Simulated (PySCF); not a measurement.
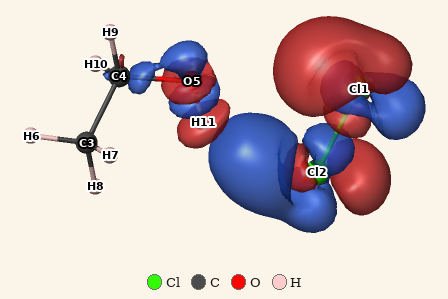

*C2H6Cl2O, SMILES `ClCl.CCO`. Density of the complex less the densities of the two fragments at the same geometry, ±0.002 e/Å³ (blue: gain, red: loss). Fragment A: Cl2 (atoms 1–2); fragment B: H6C2O.*

Method: BP86/aug-cc-pVDZ; geometry: GFN2-xTB; program: PySCF. GFN2-xTB bond lengths at metals and heavier atoms can be off by up to 0.1 Å and shapes distorted, which carries into these values.

Cartesian coordinates (Å):

```
Cl1      2.0020    0.8699    0.1815
Cl2      1.6417   -1.0774   -0.1322
C3      -3.2749   -0.5651    0.4491
C4      -2.5974    0.4899   -0.4182
O5      -1.2246    0.6226   -0.1359
H6      -4.3391   -0.5977    0.2331
H7      -3.1356   -0.3297    1.5015
H8      -2.8482   -1.5479    0.2535
H9      -3.0312    1.4745   -0.2279
H10     -2.7434    0.2469   -1.4815
H11     -0.8145   -0.2482   -0.2142
```

> Which way does charge flow?

Hirshfeld charges show 0.007 e passing from A to B. By Hirshfeld charges, electrons gather most on Cl2 (−0.012 e) and leave Cl1 most (+0.019 e); 0.05 e is displaced in all, which induces a dipole of 0.32 D.

> What is the interaction energy, and which contacts carry it?

The counterpoise-corrected interaction energy of the frozen fragments is +1.3 kcal/mol without dispersion correction and −0.4 kcal/mol with D3(BJ). The pair geometry is semi-empirical, not a minimum at this level. Contacts: Cl2···H11, hydrogen bond, 2.59 Å, ρ = 0.011 a.u.; Cl1···O5, 3.25 Å, ρ = 0.007 a.u. The pose is a local one from a semi-empirical search, not shown to be the most stable.

Cost of the run: 79 s on 1 thread of Arm Neoverse V2, with other jobs on the host, peak memory 0.62 GiB.
